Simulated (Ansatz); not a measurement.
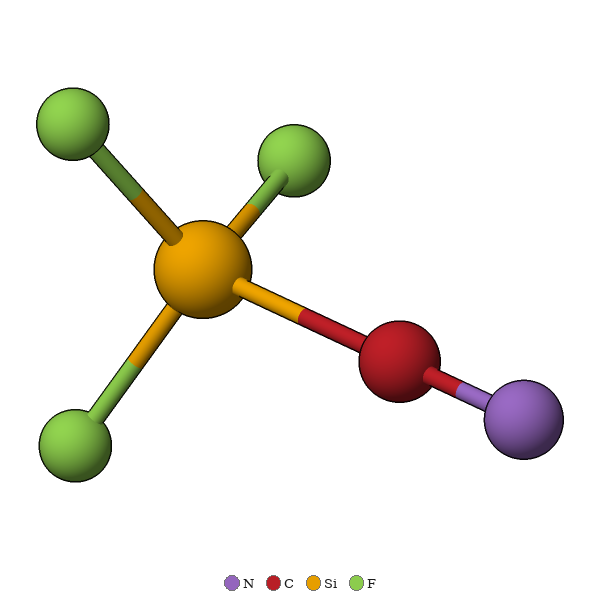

Sticks follow a distance rule. Harmonic vibrations computed with RKS PBE0-D4/def2-TZVP (Ansatz 0.2.0) at a stationary point of the same level.

**Is this a minimum or a saddle point?**

A minimum: no imaginary frequency, and the lowest mode lies at 142 cm⁻¹.

**List the wavenumbers.**

12 modes: 142, 142, 291, 291, 351, 412, 412, 628, 891, 1032, 1032, 2360 cm⁻¹.
